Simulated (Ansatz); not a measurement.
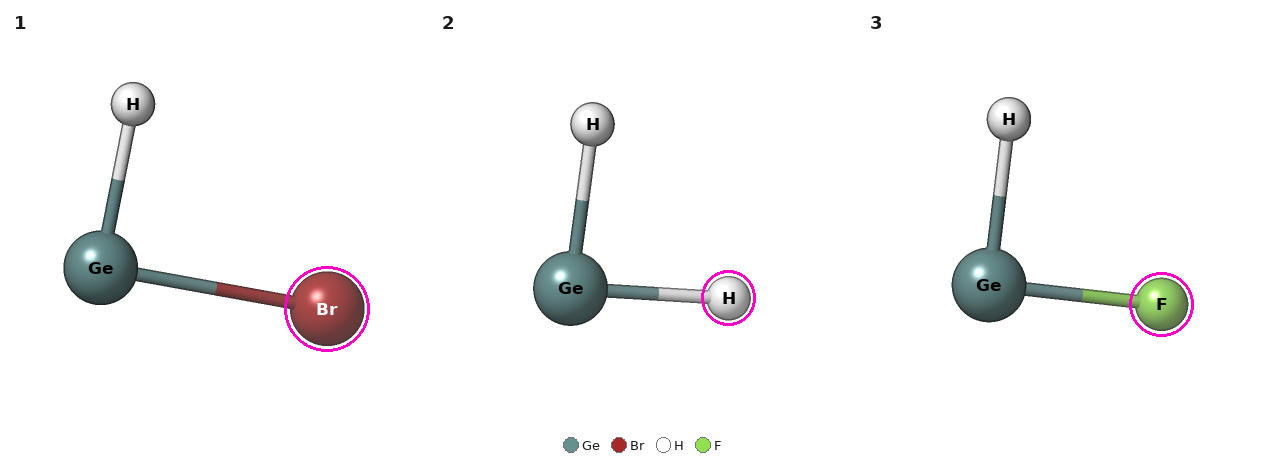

3 molecules with one skeleton, seen from the same side and at one scale; the atom that differs is circled. Charge 0, singlet. Computed geometries: PBE0-D4/def2-TZVP optimisations, one conformation each. Properties computed with Ansatz 0.2.0.

One atom differs, called X below: Br in panel 1, H in panel 2, F in panel 3. Their formulas are BrGeH (`[GeH][Br]`), GeH2 (`[GeH2]`), FGeH (`[F][GeH]`).

### Rank them by the HOMO energy (Kohn–Sham orbital), lowest first (ωB97M-V/def2-TZVPP).

3 (F), 1 (Br), 2 (H).

### Rank them by the length of X–Ge, lowest first (PBE0-D4/def2-TZVP).

2 (H), 3 (F), 1 (Br).

Give the values. With PBE0-D4/def2-TZVP: length of X–Ge (Å), angle X–Ge–H (°). With ωB97M-V/def2-TZVPP: dipole moment (D), HOMO energy (Kohn–Sham orbital) (eV), HOMO–LUMO gap (eV), vertical ionisation energy (eV).

| quantity | 1 (Br) | 2 (H) | 3 (F) |
| --- | --- | --- | --- |
| length of X–Ge (Å) | 2.339 | 1.594 | 1.757 |
| angle X–Ge–H (°) | 93.3 | 90.6 | 94.2 |
| dipole moment (D) | 1.89 | 0.23 | 1.93 |
| HOMO energy (Kohn–Sham orbital) (eV) | −9.19 | −9.02 | −9.37 |
| HOMO–LUMO gap (eV) | 8.02 | 8.02 | 8.58 |
| vertical ionisation energy (eV) | 9.45 | 9.45 | 9.87 |
